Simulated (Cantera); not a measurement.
Feed: 1 mol H2O, 0.54 mol O2, 0.89 mol H2, equilibrated at 75.0 Pa.

Cantera equilibrium calculation (NASA polynomials, part measured and part estimated; ideal gas, pure solids and liquids). Candidate condensed phases: H2O; 9 gas species. The numbers say what is thermodynamically allowed, not how fast it happens.

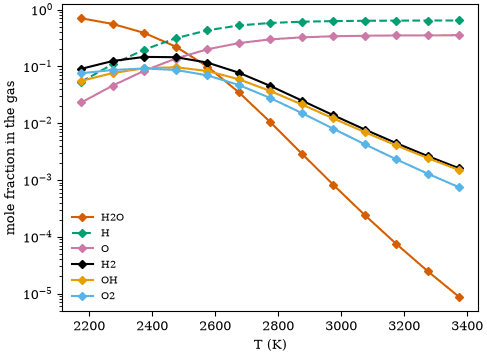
Equilibrium gas composition (values under 1e-9 drawn at 1e-9)

Read off the mole fractions at 2175 K.

H2O about 0.70, H2 about 0.091, O2 about 0.076, OH about 0.056, H about 0.054, O about 0.023.
